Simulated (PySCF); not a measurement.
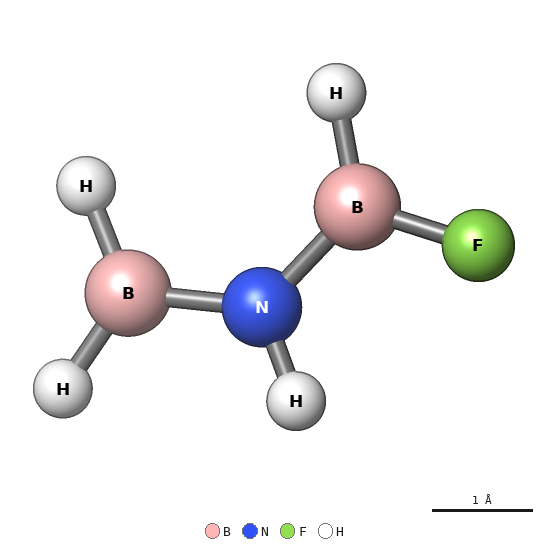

Every bond is drawn as one stick, whatever its order.

The geometry was computed by an optimisation with GFN2-xTB. No frequency run is at hand to confirm it as a minimum.

> Count the atoms of each element.

B2FH4N, 8 atoms: 2 boron, 1 fluorine, 4 hydrogen and 1 nitrogen.

> Give the symmetry (Schoenflies symbol).

Cs.

> How many atoms are distinct by symmetry?

8: 1 B, 1 N, 1 B, 1 F, 1 H, 1 H, 1 H, 1 H.

> Name some functional groups or characteristic bonds that it holds.

Among them: B–H bond.

More results for the same structure follow; atom numbers are the same in all pictures, views and colours differ.

## Shape

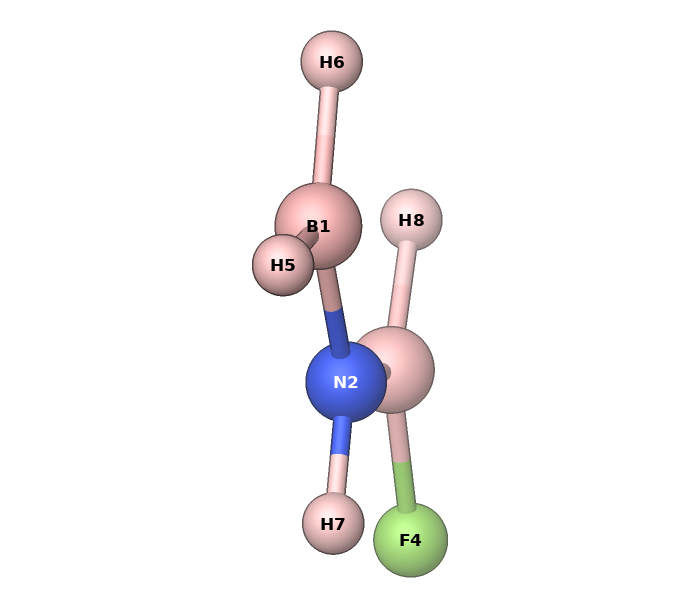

B3 lies behind N2. The molecule seen a little off the N2–B3 bond, N2 in front. Depth is shown by fading: the farther an atom, the more it takes the colour of the background. No frequency run is at hand to confirm it as a minimum.

> What is the torsion angle B1–N2–B3–F4? The sign is positive where the front bond must turn clockwise to cover the back bond.

180°, antiperiplanar (anti).

## Charges

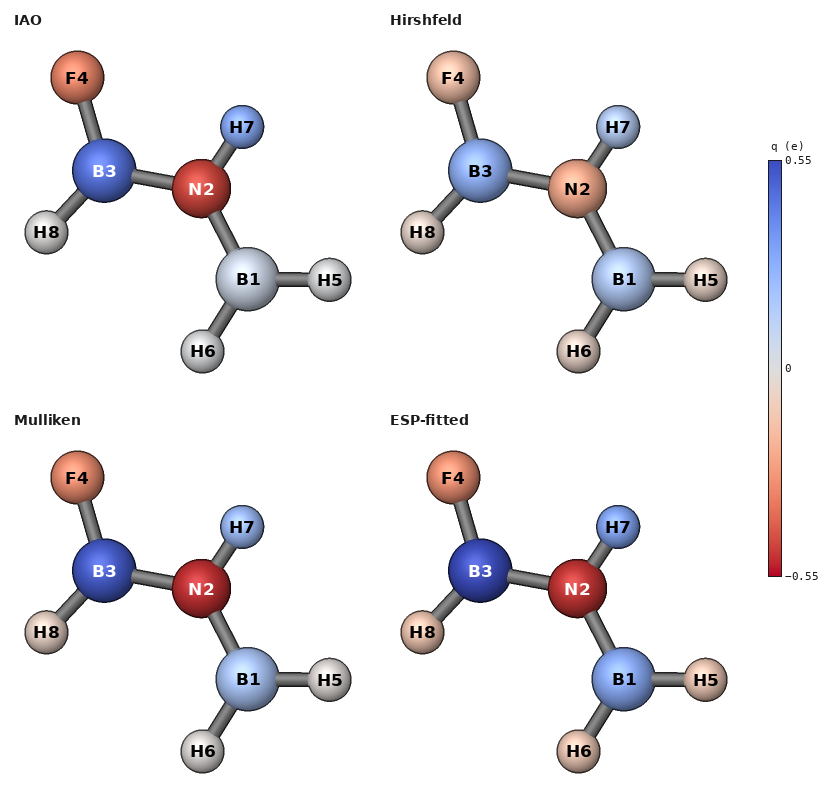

Atomic charges of one calculation by 4 schemes, on one colour scale. No frequency run is at hand to confirm it as a minimum. Level of theory: PBE0/pcSseg-1 (PySCF 2.14.0).

> Which scheme gives the most polar picture (largest mean size of the charges)?

The ESP-fitted charges are the largest in size here, and the Hirshfeld charges the smallest.

> On which atom do the schemes disagree most?

On N2 (from −0.50 to −0.22 e); B3 (from 0.25 to 0.54 e).

List the charges (e), one line for each set of equivalent atoms.

| atom | IAO | Hirshfeld | Mulliken | ESP-fitted |
| --- | --- | --- | --- | --- |
| B1 | 0.05 | 0.15 | 0.17 | 0.27 |
| N2 | −0.46 | −0.22 | −0.50 | −0.49 |
| B3 | 0.44 | 0.25 | 0.50 | 0.54 |
| F4 | −0.32 | −0.14 | −0.30 | −0.29 |
| H5 | 0.01 | −0.06 | −0.02 | −0.10 |
| H6 | 0.01 | −0.06 | −0.01 | −0.10 |
| H7 | 0.28 | 0.14 | 0.21 | 0.29 |
| H8 | −0.01 | −0.05 | −0.06 | −0.12 |

## Polarisability

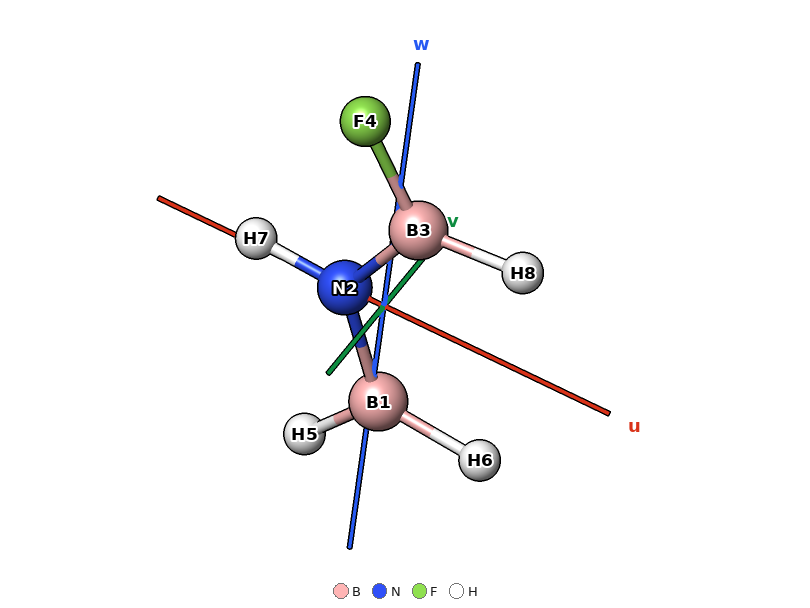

The lines u, v and w are the principal axes of the static dipole polarisability. No frequency run is at hand to confirm it as a minimum. Level of theory: PBE0/def2-SVPD (PySCF 2.14.0).

> Along which axis is the molecule most polarisable, and along which least?

Most along w (in the molecular plane, close to the long direction B1···F4), least along v (normal to the molecular plane).

> Give the three principal values.

u 36.5, v 27.7, w 46.6 bohr³; mean 36.9, anisotropy 16.4 bohr³.

## Excitation

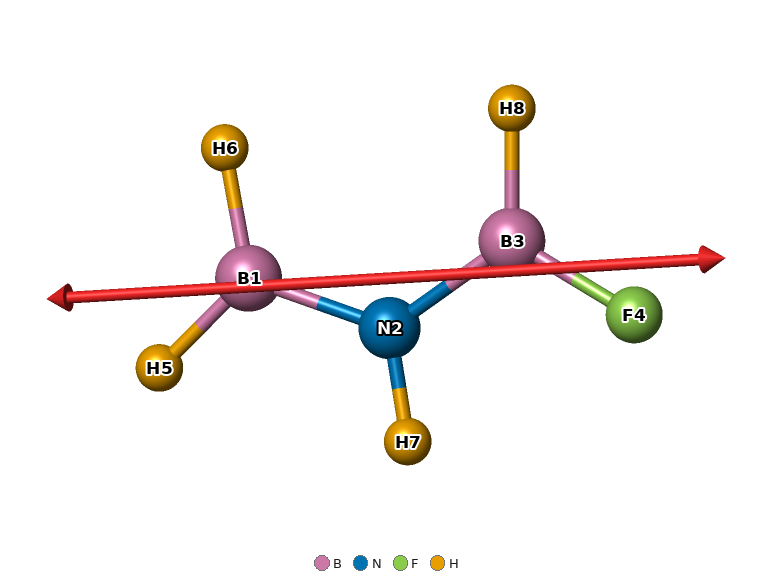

The double arrow shows the direction of the transition dipole to excited singlet state 2 (its length means nothing). No frequency run is at hand to confirm it as a minimum. Properties computed with TDDFT PBE0/def2-SVPD, vertical, gas phase, core orbitals frozen in the response (PySCF 2.14.0).

> How is the transition polarised?

In the molecular plane, close to the long direction B1···F4.

> Give its energy, strength and character.

7.62 eV (163 nm), oscillator strength 0.32, mainly HOMO−1 → LUMO (weight 0.97); transition dipole 3.32 D.

Mulliken values depend strongly on the basis set and can even reverse the polarity of a bond. The geometry is semi-empirical. Around B such bond lengths and angles can be off by a tenth of an ångström or more and by several degrees, and values that hang on the shape move with them.
